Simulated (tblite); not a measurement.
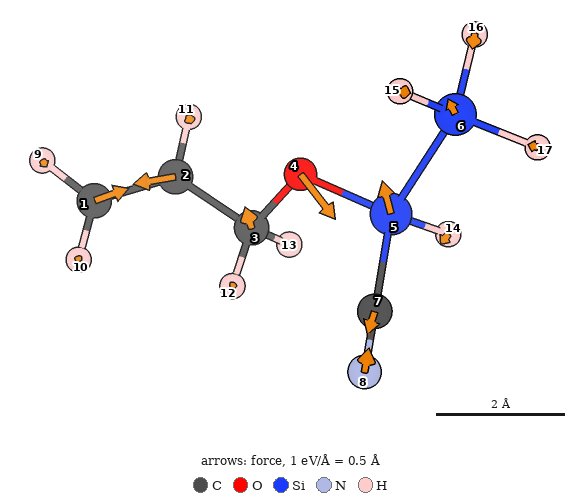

Starting geometry of C$_{4}$H$_{9}$NOSi$_{2}$ with the computed forces as orange arrows. Style: ball-and-stick. Shown at a tilt.

These are results of GFN2-xTB geometry optimisation, gas phase (tblite), not measurements. 

What follows when this structure is relaxed?

It isn't relaxed: the largest force vector, on O4, is 1.84 eV/Å. The final displacements have little in common with the starting forces (cosine between the two patterns 0.17). The energy falls by 0.287 eV in 86 geometry steps. The atom that moves furthest after the best rigid fit is H14 (0.42 Å). Largest moves by element: H 0.42 Å, O 0.30 Å, Si 0.25 Å, C 0.18 Å, N 0.16 Å. Near-neighbour distances that change, for instance: O4–Si5 1.679 → 1.619 Å, Si6–H16 1.503 → 1.466 Å, C3–O4 1.435 → 1.405 Å, Si6–H15 1.490 → 1.465 Å. Among the angles between lasting bonds that change: C3–O4–Si5 117.9° → 130.4°, Si6–Si5–H14 109.7° → 121.1°, C7–Si5–H14 110.3° → 99.9°. The run took 0.7 s on 1 thread of Arm Neoverse V1 (shared host).
